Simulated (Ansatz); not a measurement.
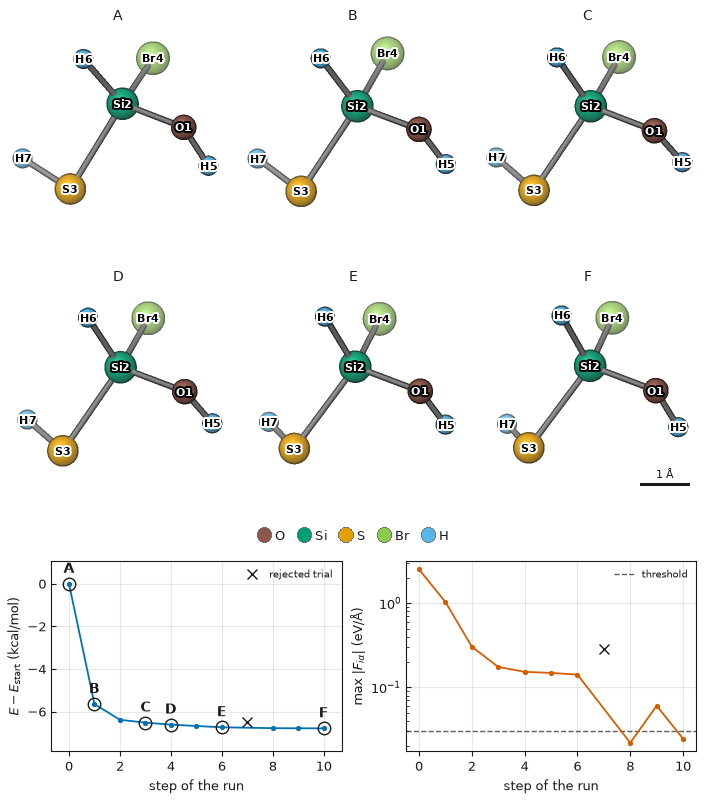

Frames of a relaxation of SiH3SOBr (coarse preliminary run), marked on the history of the run. The picture is a ball-and-stick view, seen at a tilt.

The start comes from a force field.

These are results of RKS PBE-D4/def2-SVP in Ansatz 0.2.0, not measurements.

Input
```yaml
crystal:
  periodic: [false, false, false]
  atoms:
    - {symbol: O, position_ang: [0.029700, 1.640700, -0.304400]}
    - {symbol: Si, position_ang: [0.113700, 0.188600, 0.377600]}
    - {symbol: S, position_ang: [0.467500, -1.183300, -1.215900]}
    - {symbol: Br, position_ang: [-1.737600, -0.311200, 1.305200]}
    - {symbol: H, position_ang: [-0.551500, 1.702400, -1.142200]}
    - {symbol: H, position_ang: [1.214700, 0.177800, 1.368300]}
    - {symbol: H, position_ang: [0.524800, -2.283000, -0.434200]}
basis:
  gaussian: {orbitals: def2-SVP}
hamiltonian: {xc: pbe, dispersion: d4}
relax: {f_tol: 0.03, max_steps: 200}
```

Launched with:
```bash
ansatz run in.yaml --threads 4 --pin off --events-out ev --progress --plain --max-ram 10444MiB
```

What happens along the run?

The energy falls by 6.78 kcal/mol in 9 accepted moves (10 points after the start). The largest force component goes from 2.5 to 0.025 eV/Å. The line search rejected the trial step at point 7 of the run. The forces were under the threshold at step 8, but the run went on from there. H7 moves most after the best rigid fit: 0.46 Å. By element the largest moves are H 0.46 Å, S 0.31 Å, Br 0.24 Å, Si 0.09 Å, O 0.07 Å. Near-neighbour distances that change, for instance: Si2–Br4 2.130 → 2.252 Å, O1–Si2 1.606 → 1.665 Å, O1–H5 1.022 → 0.975 Å, Si2–S3 2.132 → 2.158 Å. Bond angles that change, for instance: O1–Si2–H6 109.2° → 104.9°, Br4–Si2–H6 110.7° → 106.8°, S3–Si2–H6 111.8° → 115.1°. Groups turn about Si2–S3 by about 35°. From step 0 to 1: S and Br atoms move most (0.11 Å), energy −5.64 kcal/mol. From step 1 to 3: H7 moves most (0.13 Å), energy −0.87 kcal/mol. From step 3 to 4: H7 moves most (0.05 Å), energy −0.09 kcal/mol. From step 4 to 6: H7 moves most (0.18 Å), energy −0.12 kcal/mol. From step 6 to 10: H7 moves most (0.08 Å), energy −0.05 kcal/mol.

```tsv
step	E − E(0), kcal/mol	largest force component, eV/Å	note
0	0.00	2.5219	
1	-5.64	1.0366	
2	-6.38	0.3050	
3	-6.51	0.1753	
4	-6.60	0.1531	
5	-6.67	0.1488	
6	-6.73	0.1419	
7	-6.48	0.2893	rejected
8	-6.77	0.0220	
9	-6.77	0.0605	
10	-6.78	0.0247
```
